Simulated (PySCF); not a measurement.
# C$_{3}$H$_{9}$NSi, SMILES `N[CH]1C[CH]1[SiH3]`: electronic structure

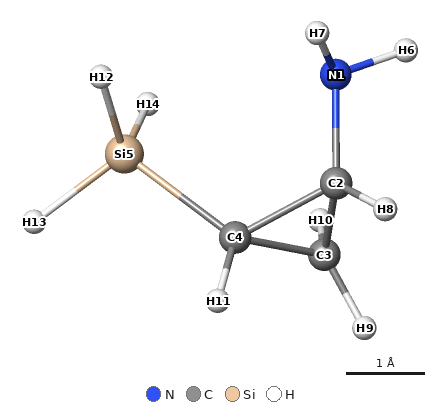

The molecule, with its atoms numbered as below. No frequency check shows the geometry to be a minimum.

Coordinates in Å:

```
N1       1.1491    1.3045   -0.1649
C2       1.2469   -0.0139    0.3971
C3       0.9772   -1.1568   -0.5254
C4      -0.0501   -0.7604    0.4999
Si5     -1.5877    0.1670   -0.0683
H6       1.9921    1.5546   -0.6724
H7       1.0000    1.9959    0.5615
H8       1.9984   -0.1686    1.1764
H9       1.5299   -2.0743   -0.3822
H10      0.7764   -0.9192   -1.5583
H11     -0.1530   -1.4299    1.3453
H12     -1.7899    1.3510    0.7710
H13     -2.7313   -0.7378    0.1139
H14     -1.4834    0.5451   -1.4746
```

## 1. Bonding charge

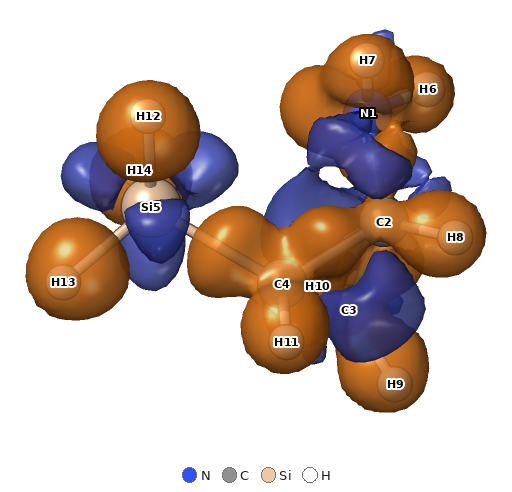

Deformation density (molecule less spherical, spin-averaged free atoms at the same positions), surfaces at ±0.07 e/Å³; orange: gain, blue: loss.

Level of theory: BP86/6-31G* (PySCF), at a geometry from GFN2-xTB.

How much density has each bond gained at its critical point, relative to the free atoms?

Answer. The five largest and four smallest: N1–H7: +0.72 e/Å³ at the bond critical point (bond length 1.01 Å, Mayer order 0.8). N1–H6: +0.72 e/Å³ at the bond critical point (bond length 1.01 Å, Mayer order 0.9). C3–H10: +0.63 e/Å³ at the bond critical point (bond length 1.08 Å, Mayer order 0.9). C2–H8: +0.63 e/Å³ at the bond critical point (bond length 1.09 Å, Mayer order 0.9). C3–H9: +0.62 e/Å³ at the bond critical point (bond length 1.08 Å, Mayer order 0.9). Si5–H14: +0.18 e/Å³ at the bond critical point (bond length 1.46 Å, Mayer order 0.9). Si5–H12: +0.17 e/Å³ at the bond critical point (bond length 1.47 Å, Mayer order 0.9). Si5–H13: +0.17 e/Å³ at the bond critical point (bond length 1.47 Å, Mayer order 0.9). C4–Si5: +0.14 e/Å³ at the bond critical point (bond length 1.88 Å, Mayer order 0.9). In all, 2.7 electrons gather in the regions of gain relative to the promolecule. A small or negative value marks a very polar bond, one between electron-rich atoms, whose free-atom densities already overlap strongly, a long bond to a heavier atom, or a closed-shell contact such as a hydrogen bond.

Where do the Hirshfeld charges lie?

Answer. The highest Hirshfeld charge is on Si5 (+0.25 e), the lowest on N1 (−0.19 e).

| atom | charge (e) |
| --- | --- |
| N1 | −0.19 |
| C2 | +0.01 |
| C3 | −0.07 |
| C4 | −0.12 |
| Si5 | +0.25 |
| H6 | +0.11 |
| H7 | +0.11 |
| H8 | +0.03 |
| H9 | +0.04 |
| H10 | +0.04 |
| H11 | +0.04 |
| H12 | −0.08 |
| H13 | −0.09 |
| H14 | −0.07 |

## 2. Local ionisation energy

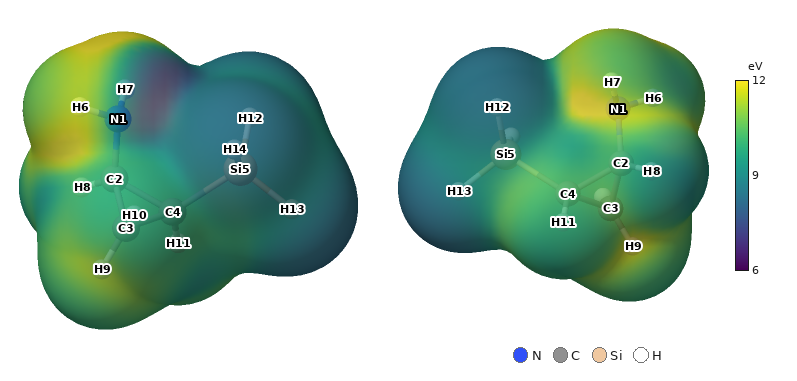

Average local ionisation energy on the surface of electron density 0.001 a.u. (back view left, front view right).

Where are the most loosely bound electrons on this surface?

Answer. The lowest value is 7.0 eV, near N1 (1.99 Å) and H14 (2.09 Å). Further minima include 8.2 eV, 1.5 Å from H13; 8.3 eV, 1.5 Å from H14; 8.9 eV, 1.4 Å from H8. For comparison, the highest occupied orbital lies at −5.4 eV.

What volume does the surface enclose, and what is the dipole moment?

Answer. About 133 Å³; the dipole moment is 2.3 D.

## 3. Excited states

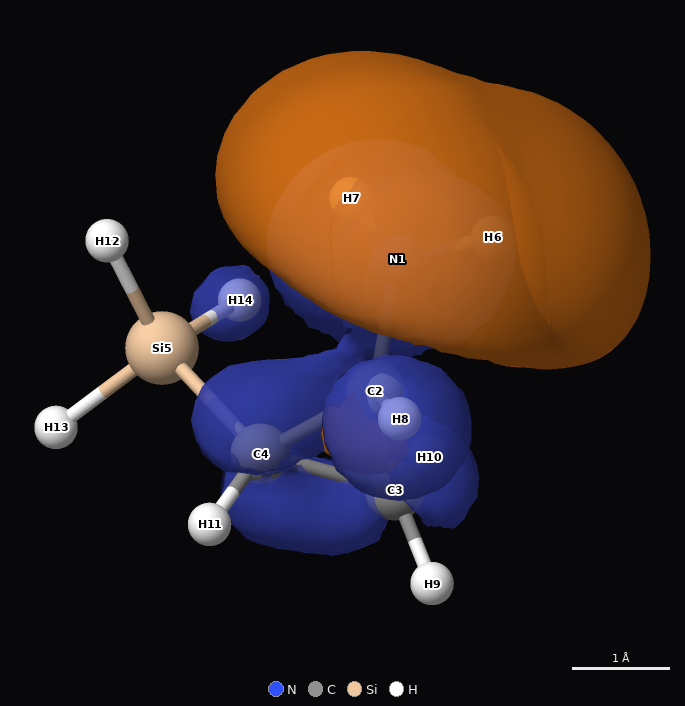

Unrelaxed difference density of S₁ less the ground state (TDA singlet states), ±0.01 e/Å³; orange: gain, blue: loss.

Level of theory: CAM-B3LYP/6-31+G* (PySCF), at a geometry from GFN2-xTB.

How does the charge move on excitation?

Answer. 0.84 e is displaced in all, of which about 0.4 e passes between atoms: N1 (0.39 e) loses electrons and H6 (0.12 e) and H7 (0.12 e) gain them. The state: 6.13 eV (202 nm), f = 0.017, partly diffuse acceptor orbital; the leading pair carries 99 %; hole on N1 (58 %), C2 (9 %) and H8 (6 %), electron on N1 (19 %), C2 (18 %) and H6 and H7 (17 % each) (atom shares of so diffuse an orbital are rough); their centroids lie 1.2 Å apart.

## 4. Localised orbitals

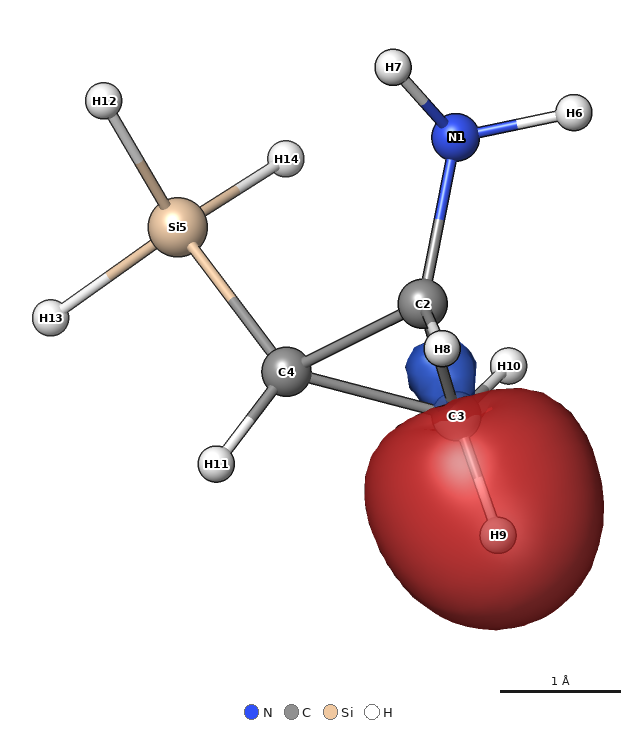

Foster–Boys orbitals, occupied; each surface holds about 85 % of the orbital's density. Energies are diagonal elements of the Fock matrix.

Method: B3LYP/def2-SVP; geometry: GFN2-xTB; program: PySCF.

What does this orbital represent?

Answer. σ bond C3–H9 (C3 55 %, H9 45 %; −13.2 eV).

How do all the valence pairs divide up?

Answer. 15 pairs: 11 σ bonds, 3 bent bonds and 1 lone pair.

## 5. Magnetic shielding

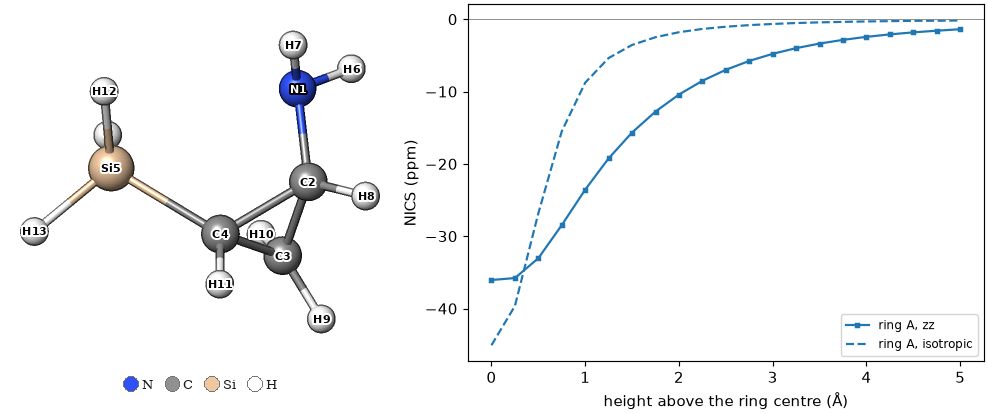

GIAO NICS scans along the ring normals; ring A: 3-membered ring C2/C3/C4.

Computed with PySCF, PBE/def2-SVP, geometry: GFN2-xTB.

What does each scan say about the ring current?

Answer. Ring A is shielded above its centre; its σ bonds alone give such values, so they don't measure π aromaticity: NICSzz reaches −36.0 ppm at 0.00 Å; NICS(0) = −45.0, NICS(1) = −8.7 and −7.3, NICS(1)zz = −23.5 and −19.0 (two faces) ppm.

The PySCF runs shown took 14 s, 4.7 min, 15 s and 24 s on 1 thread of Arm Neoverse V2, with other jobs on the host.
